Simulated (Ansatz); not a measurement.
The parent structure is SiC in the zinc blende structure (space group F-43m, No. 216; a = 4.3290 Å).

Modification: a hydrostatic pressure of 15 GPa.

All numbers come from LDA (Ansatz, an electronic-structure program), no SOC.

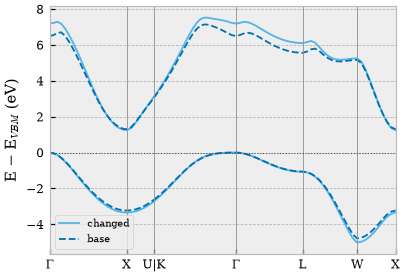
Figure. Highest valence and lowest conduction band along the path, each from its own valence-band maximum

Task: Read the changed gap and its character from the plot.

Result: About 1.2 eV, indirect, Γ → X.

Load acts through the strain it causes; cell and atoms are relaxed under it. Whether these cells are dynamically stable was not tested. No other phases were tried under pressure.
